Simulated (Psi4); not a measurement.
# PBE/cc-pVTZ run of BH2Cl (SMILES [H]B([H])Cl)

Aim: the vertical ionisation energy of BH2Cl at PBE/cc-pVTZ, from 2 runs. 

Program for the calculation: Psi4 1.11.

## Step 1: Starting point

BH2Cl has 4 atoms, charge 0, and is taken as a singlet. SMILES: `[H]B([H])Cl`. Geometry: relaxed at GFN2-xTB.

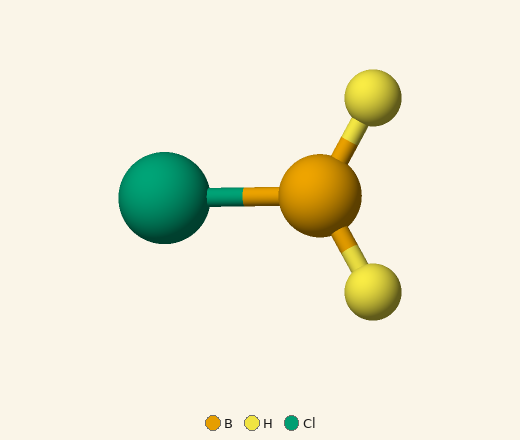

The structure, seen from a chosen angle (boron amber, hydrogen yellow, chlorine teal).

## Step 2: A single-point energy at PBE/cc-pVTZ

Contents of run.py:

```python
import psi4

psi4.set_memory('1600 MB')
psi4.set_num_threads(1)
psi4.set_output_file('run.log', False)

m = psi4.geometry("""
0 1
B
H 1 1.171704
H 1 1.171773 2 121.89775
Cl 1 1.673086 2 119.05265 3 -179.98298
symmetry c1
""")

options = {'basis': 'cc-pVTZ', 'reference': 'rks', 'puream': True, 'e_convergence': 1e-09, 'd_convergence': 1e-08, 'scf_type': 'pk', 'dft_radial_points': 99, 'dft_spherical_points': 590}
psi4.set_options(options)

result = psi4.energy('pbe')
print(f'total energy {result:.8f} hartree = {result * 27.211386:.5f} eV')
```

The run is started by

```
$ python run.py
```

run.log:

```text
[...]
  Running in c1 symmetry.
[...]
  Nuclear repulsion =   38.958034797186045
[...]
  Multiplicity = 1
[...]
  Nalpha       = 12
  Nbeta        = 12
[...]
    Number of basis functions: 92
[...]
   @RKS iter   1:  -485.88050515732812   -9.26041e-02   5.64306e-03 ADIIS/DIIS
[...]
   @RKS iter  10:  -486.05110363118990   -1.30740e-12   1.04039e-09 DIIS
[...]
    Orbital Energies [Eh]
    ---------------------
    Doubly Occupied:
       1A   -100.714792     2A     -9.201710     3A     -7.022803
       4A     -7.020390     5A     -7.015904     6A     -6.549172
       7A     -0.790060     8A     -0.472943     9A     -0.367528
      10A     -0.364382    11A     -0.333739    12A     -0.263847
[...]
  @RKS Final Energy:  -486.05110363118990
   => Energetics <=
    Nuclear Repulsion Energy =             38.9580347971860448
    One-Electron Energy =                -746.5424440992703694
    Two-Electron Energy =                 254.3385466208860919
    DFT Exchange-Correlation Energy =     -32.8052409499916848
    Empirical Dispersion Energy =           0.0000000000000000
    VV10 Nonlocal Energy =                  0.0000000000000000
    Total Energy =                       -486.0511036311899034
[...]
 Multipole Moments:
 ------------------------------------------------------------------------------------
     Multipole            Electronic (a.u.)      Nuclear  (a.u.)        Total (a.u.)
 ------------------------------------------------------------------------------------
 L = 1.  Multiply by 2.5417464519 to convert [e a0] to [Debye]
 Dipole X            :         -0.0003272            0.0003996            0.0000724
 Dipole Y            :         -2.2261757            2.2776149            0.0514392
 Dipole Z            :         -1.2365307            1.2651428            0.0286121
 Magnitude           :                                                    0.0588613
[...]
```

Standard output:

```text
total energy -486.05110363 hartree = -13226.12420 eV
```

It took 14 s on 1 thread of Intel Xeon Platinum 8259CL at 2.50GHz (Skylake/Cascade Lake), shared host; peak memory 1.1 GiB.

## Step 3: The doublet cation: energy and gradient at UPBE/cc-pVTZ

Contents of input.in:

```
memory 1600 mb

molecule system {
  1 2
  B      0.069310     0.114420    -0.000410
  H      1.240090     0.070720     0.015540
  H     -0.512130     1.131590    -0.018950
  Cl    -0.797280    -1.316740     0.003830
  units angstrom
  symmetry c1
}

set basis cc-pVTZ
set reference uks
set puream true
set e_convergence 1e-09
set d_convergence 1e-08
set scf_type pk
set dft_radial_points 99
set dft_spherical_points 590
set maxiter 200

E, wfn = gradient('pbe', return_wfn=True)
oeprop(wfn, 'MAYER_INDICES', 'QUADRUPOLE', 'MULLIKEN_CHARGES')
print_variables()
```

The run is started by

```
$ psi4 input.in input.out -n 1
```

input.out:

```text
[...]
  Running in c1 symmetry.
[...]
  Nuclear repulsion =   38.958045577157094
[...]
  Multiplicity = 2
[...]
  Nalpha       = 12
  Nbeta        = 11
[...]
    Number of basis functions: 92
[...]
   @UKS iter   1:  -485.42855783937313    3.59344e-01   6.03782e-03 DIIS/ADIIS
[...]
   @UKS iter  12:  -485.64780528944584   -1.36424e-12   3.42273e-09 DIIS
[...]
   @S^2 Observed:                7.527509302E-01
[...]
  @UKS Final Energy:  -485.64780528944584
   => Energetics <=
    Nuclear Repulsion Energy =             38.9580455771570939
    One-Electron Energy =                -738.9052088914395426
    Two-Electron Energy =                 246.7599361259893271
    DFT Exchange-Correlation Energy =     -32.4605781011527483
    Empirical Dispersion Energy =           0.0000000000000000
    VV10 Nonlocal Energy =                  0.0000000000000000
    Total Energy =                       -485.6478052894458415
[...]
  -Total Gradient:
     Atom            X                  Y                   Z
    ------   -----------------  -----------------  -----------------
       1        0.016524653969     0.027244300704    -0.000085779746
       2       -0.027613547894    -0.004291183258    -0.000313913922
       3        0.008983272680    -0.026428772387     0.000406232121
       4        0.002105223549     0.003475000547    -0.000006530689
[...]
 Multipole Moments:
 ------------------------------------------------------------------------------------
     Multipole            Electronic (a.u.)      Nuclear  (a.u.)        Total (a.u.)
 ------------------------------------------------------------------------------------
 L = 1.  Multiply by 2.5417464519 to convert [e a0] to [Debye]
 Dipole X            :         -0.8087011            1.3494151            0.5407140
 Dipole Y            :         -1.3356277            2.2287107            0.8930831
 Dipole Z            :          0.0036818           -0.0063272           -0.0026455
 Magnitude           :                                                    1.0440191
 L = 2.  Multiply by 1.3450342976 to convert [e a0^2] to [Debye ang]
 Quadrupole XX       :        -31.7423123           22.0073574           -9.7349550
 Quadrupole XY       :        -22.1131179           23.9727525            1.8596346
[...]
  Mulliken Charges: (a.u.)
   Center  Symbol    Alpha    Beta     Spin     Total
       1     B     2.47680  2.39334  0.08346  0.12987
       2     H     0.49456  0.32380  0.17076  0.18164
       3     H     0.49458  0.32377  0.17081  0.18165
       4    CL     8.53407  7.95910  0.57497  0.50684
   Total alpha = 12.00000, Total beta = 11.00000, Total charge =  1.00000
  Mayer Bond Indices:
  Total Bond Index:
  Irrep: 1 Size: 4 x 4
[...]
```

It took 35 s on 1 thread of Intel Xeon Platinum 8259CL at 2.50GHz (Skylake/Cascade Lake), shared host; peak memory 1.1 GiB.

## Step 4: What came out

At PBE/cc-pVTZ:

```
                                          quantity          value
                       singlet BH2Cl: total energy  -486.05110 Eh
                      singlet BH2Cl: dipole moment         0.15 D
                        singlet BH2Cl: HOMO energy       -7.18 eV
                        singlet BH2Cl: LUMO energy       -2.67 eV
                      singlet BH2Cl: HOMO–LUMO gap        4.51 eV
                      doublet cation: total energy  -485.64781 Eh
doublet cation: HOMO energy (highest over α and β)      -15.98 eV
 doublet cation: LUMO energy (lowest over α and β)      -14.80 eV
                              doublet cation: ⟨S²⟩          0.753
          doublet cation: largest force on an atom     1.639 eV/Å
vertical ionisation energy (to the doublet cation)      10.974 eV
```

**Reading.** The vertical ionisation energy comes to 10.97 eV (253 kcal/mol). The negative HOMO energy of the first species, 7.18 eV, lies 3.79 eV below that difference.
